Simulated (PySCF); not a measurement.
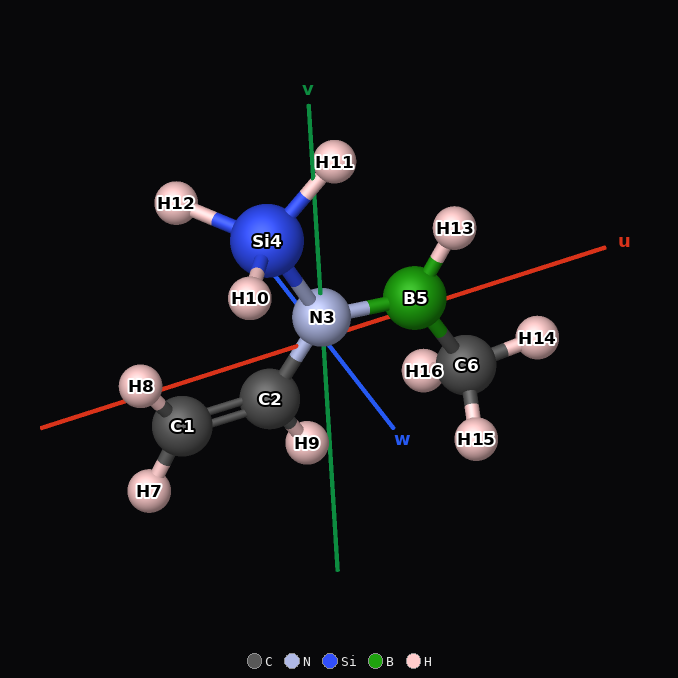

The lines u, v and w are the principal axes of the static dipole polarisability. Computed geometry: GFN2-xTB optimisation. No frequency run is at hand to confirm it as a minimum. Method: B3LYP/def2-SVPD (PySCF 2.14.0).

### Along which axis is the molecule most polarisable, and along which least?

Most along u (nearly parallel to the C1–C2 bond), least along w.

### Give the three principal values.

u 108.3, v 88.9, w 64.3 bohr³; mean 87.2, anisotropy 38.2 bohr³.

The geometry is semi-empirical. Around B, Si such bond lengths and angles can be off by a tenth of an ångström or more and by several degrees, and values that hang on the shape move with them.
